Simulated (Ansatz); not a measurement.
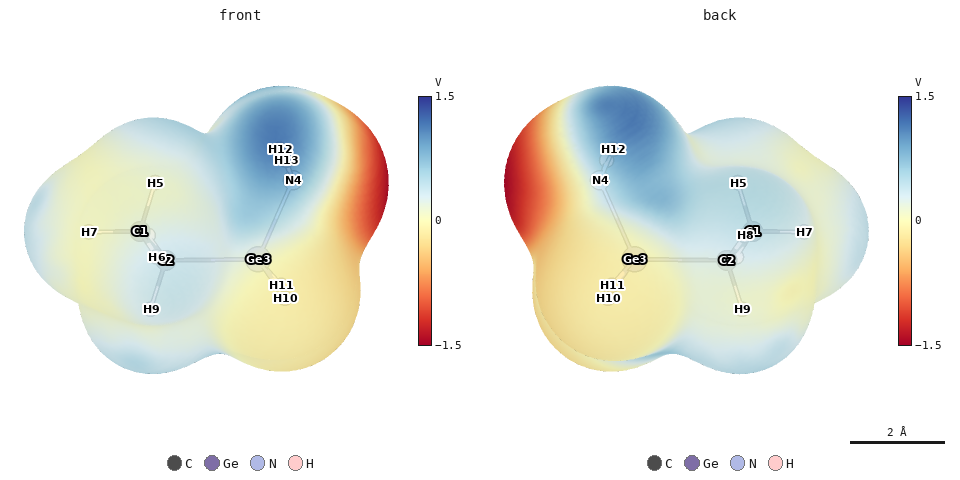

*C₂H₉GeN. The electrostatic potential painted on the density surface at 0.001 e/bohr³, seen from the front and from behind; the colour scale runs from red (negative) to blue (positive).*

Geometry: PBE0-D4/def2-TZVP.

Computed with RKS PBE0-D4/def2-TZVPP in Ansatz.

```yaml
atoms:
  - { symbol: C, position_ang: [-1.4283, -0.2626, 0.8215] }
  - { symbol: C, position_ang: [-0.2259, -1.0454, 0.3144] }
  - { symbol: Ge, position_ang: [1.2994, 0.1081, -0.1372] }
  - { symbol: N, position_ang: [0.9138, 1.4136, -1.3840] }
  - { symbol: H, position_ang: [-1.7749, 0.4607, 0.0780] }
  - { symbol: H, position_ang: [-1.1888, 0.2949, 1.7314] }
  - { symbol: H, position_ang: [-2.2715, -0.9188, 1.0536] }
  - { symbol: H, position_ang: [-0.4860, -1.6205, -0.5796] }
  - { symbol: H, position_ang: [0.1125, -1.7698, 1.0619] }
  - { symbol: H, position_ang: [1.7654, 0.8629, 1.1239] }
  - { symbol: H, position_ang: [2.4484, -0.7328, -0.7257] }
  - { symbol: H, position_ang: [0.5992, 1.0625, -2.2779] }
  - { symbol: H, position_ang: [0.2572, 2.1125, -1.0653] }
```

**Which sites attract a positive test charge, and which a negative one?**

A positive charge is drawn to the negative regions and a negative charge to the positive ones. The most negative region (about −1.4 V) lies over N4, the most positive (about +1.2 V) over H12 and H13. N4 is the likeliest acceptor of a hydrogen bond.
